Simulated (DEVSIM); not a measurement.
Structure: abrupt GaAs p-n junction, at 300 K.

```csv
layer (left to right),material,thickness (μm),Nd (cm⁻³),Na (cm⁻³),τn (s),τp (s)
1,GaAs,0.350,-,3.1e18,6.3e-10,6.3e-10
2,GaAs,17.0,5.1e15,-,6.3e-10,6.3e-10
```

Left contact: ohmic. Right contact: ohmic. Voltage is applied to the left contact. Recombination: SRH at mid-gap. Mobility is μmin + (μ − μmin)/(1 + (N/Nref)^α).

This is a model device: material constants are rounded textbook-type values typed into the input, and sizes, dopings and lifetimes were drawn at random. Values at 300 K.

```csv
parameter,GaAs
gap (eV),1.424
affinity (eV),4.07
permittivity,12.9
Nc (cm⁻³),4.7e17
Nv (cm⁻³),9e18
μn (cm²/Vs),8500
μp (cm²/Vs),400
"μn,min",500
"μp,min",20
"Nref,n",6e16
"Nref,p",1.5e17
αn,0.39
αp,0.38
```

Model (solved in DEVSIM): 1D drift-diffusion, Boltzmann statistics, complete ionisation; no tunnelling, impact ionisation, image-force lowering or self-heating.

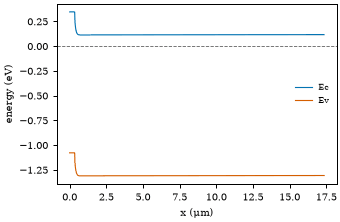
*Band edges at 1.05 V on the left contact*

Energies count from the Fermi level of the right contact; mesh points crowd at the junctions.

```tsv
x (μm)	Ec (eV)	Ev (eV)	n (cm⁻³)	p (cm⁻³)	field (V/cm)
0.000	0.346	-1.078	< 1e2	3.1e18	≈ 0
0.02466	0.346	-1.078	4.5e10	3.1e18	≈ 0
0.06762	0.346	-1.078	1.2e11	3.1e18	≈ 0
0.1518	0.346	-1.078	2.8e11	3.1e18	≈ 0
0.2738	0.346	-1.077	5.0e11	3.1e18	≈ 0
0.3226	0.346	-1.077	5.9e11	3.1e18	≈ 0
0.3475	0.335	-1.089	9.8e11	2.0e18	-44000
0.3825	0.216	-1.208	1.0e14	2.0e16	-16000
0.4390	0.158	-1.266	9.4e14	2.1e15	-6700
0.5611	0.119	-1.305	4.2e15	4.2e14	-1100
0.7958	0.113	-1.311	5.3e15	2.5e14	≈ 0
1.574	0.114	-1.310	5.2e15	8.6e13	≈ 0
2.819	0.114	-1.310	5.1e15	1.6e13	≈ 0
5.513	0.115	-1.309	5.1e15	3.7e11	≈ 0
11.70	0.116	-1.308	5.1e15	7.4e7	≈ 0
14.65	0.116	-1.308	5.1e15	1300000	≈ 0
16.01	0.117	-1.307	5.1e15	190000	≈ 0
16.72	0.117	-1.307	5.1e15	59000	≈ 0
17.12	0.117	-1.307	5.1e15	20000	≈ 0
17.25	0.117	-1.307	5.1e15	8200	≈ 0
17.32	0.117	-1.307	5.1e15	2900	≈ 0
17.35	0.117	-1.307	5.1e15	< 1e2	≈ 0
```
